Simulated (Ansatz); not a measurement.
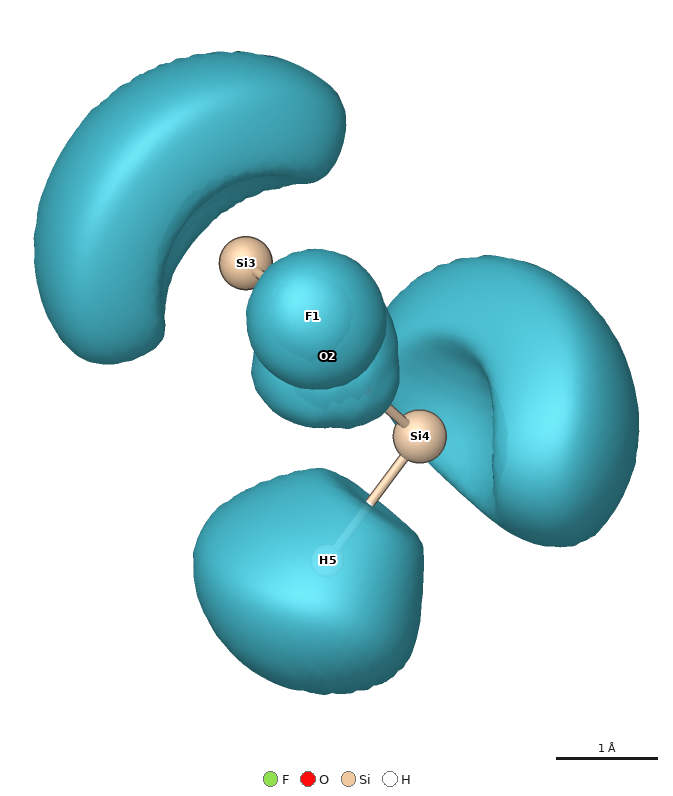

Figure 1: FHOSi₂. Isosurface of the ELF at 0.8 (cyan), seen at an oblique angle. Core shells and regions of very low density are left out.

Geometry: B3LYP/6-31G*.

The calculation used Ansatz, isolated molecule in a Gaussian basis; Kohn-Sham density functional theory, functional PBE0.

```xyz
5

F    -0.1287   -2.7003   -0.0832
O     0.2032   -0.2099   -0.4047
Si    0.3302   -1.3867    0.7561
Si    0.2276    0.9621   -1.5968
H    -1.2231    1.4449   -1.3981
```

> Where are the electrons localised?

The surface consists of one region around a hydrogen nucleus, two lobes on Si, pointing away from the bonds (lone pairs), one region wrapped around F (its lone pairs, merged into a ring or cap) and one region wrapped around O (its lone pairs, merged into a ring or cap). Profiles from the grid: Si–F (1.63 Å): the ELF peaks at about 0.85 in the valence shell of F, 0.6 Å from its nucleus, and is about 0.55 at the midpoint. Si–O (1.66 Å): the ELF peaks at about 0.85 between the atoms (a shared but strongly polarised pair).
